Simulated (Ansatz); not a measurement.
## SiNH5ClF: nudged elastic band

The run: nudged elastic band of SiNH5ClF. Method and program: RKS B3LYP/6-31G* (Ansatz 0.2.0).

One setting was made poor on purpose. It belongs to a series of runs on one base structure; here: an input spoilt on purpose.

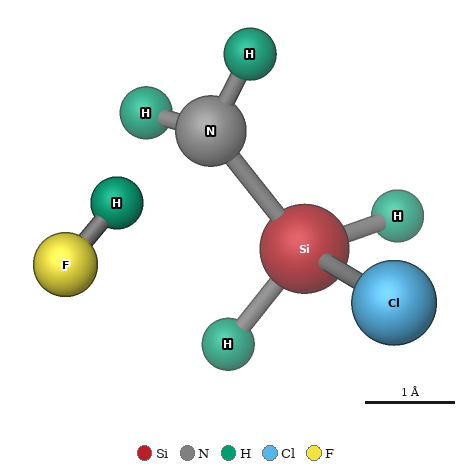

Figure 1. The structure as given in the input (ball-and-stick view, seen at a tilt).

## Input
```yaml
crystal:
  periodic: [false, false, false]
  atoms:
    - { symbol: Si, position_ang: [-0.077956, 0.268001, 0.079888] }
    - { symbol: "N", position_ang: [0.143684, -0.052826, 1.792324] }
    - { symbol: H, position_ang: [-0.6851, -0.409424, 2.264782] }
    - { symbol: H, position_ang: [0.559999, 0.686218, 2.353658] }
    - { symbol: Cl, position_ang: [1.793452, 0.430517, -0.783947] }
    - { symbol: H, position_ang: [-0.765123, 1.551764, -0.207173] }
    - { symbol: H, position_ang: [-0.824792, -0.874163, -0.479177] }
    - { symbol: F, position_ang: [1.14264, -2.510879, 1.433873] }
    - { symbol: H, position_ang: [1.005997, -1.609406, 1.721972] }
basis:
  gaussian: { orbitals: "6-31G*" }
hamiltonian:
  xc: b3lyp
neb:
  order_check: false
  images: 7
  f_tol: 0.05
  max_iterations: 6
  final_atoms:
    - { symbol: H, position_ang: [1.28269518, -0.70783115, 2.38096877] }
    - { symbol: F, position_ang: [-0.2095737, -1.91885682, 0.4626302] }
    - { symbol: H, position_ang: [-0.44285739, -0.72220276, -1.59785403] }
    - { symbol: H, position_ang: [-1.07999728, 0.57307459, 0.27089552] }
    - { symbol: Cl, position_ang: [1.84829389, 0.31082815, -0.46512677] }
    - { symbol: H, position_ang: [0.76915924, 0.85091116, 2.38474771] }
    - { symbol: H, position_ang: [-0.27459244, -0.36714084, 2.76656223] }
    - { symbol: "N", position_ang: [0.49519806, -0.10288089, 2.15241094] }
    - { symbol: Si, position_ang: [-0.09552455, -0.43609944, -0.17903457] }
  initial_path: idpp
```

Run on 1 thread of Arm Neoverse V2, 24 GiB of memory available, shared host.

Run as:
```bash
ansatz run input.yaml --threads 1 --pin off --max-ram 2048MiB --backend cpu --events-out ev --progress --plain --runs-dir out
```

## Log
```
Error: 4 input errors — fix all and re-run
  1. invalid value for `neb.final_atoms`: atom 0 is H but atom 0 of crystal.atoms is Si — the final endpoint must list the same atoms in the same order
  2. invalid value for `neb.final_atoms`: atom 1 is F but atom 1 of crystal.atoms is N — the final endpoint must list the same atoms in the same order
  3. invalid value for `neb.final_atoms`: atom 7 is N but atom 7 of crystal.atoms is F — the final endpoint must list the same atoms in the same order
  4. invalid value for `neb.final_atoms`: atom 8 is Si but atom 8 of crystal.atoms is H — the final endpoint must list the same atoms in the same order
```

## Outcome

```json
{"quantity": "outcome", "value": "refused by the program"}
```

## What went wrong

The program refused the input: “4 input errors — fix all and re-run 1. invalid value for `neb.final_atoms`: atom 0 is H but atom 0 of crystal.atoms is Si — the final endpoint must list the same atoms in the same order 2. invalid value for `neb.final_atoms`: atom 1 is F but atom 1 of crystal.atoms is N — the final endpoint must list the same atoms in the same order 3 …” A deliberately poor setting: bad input.
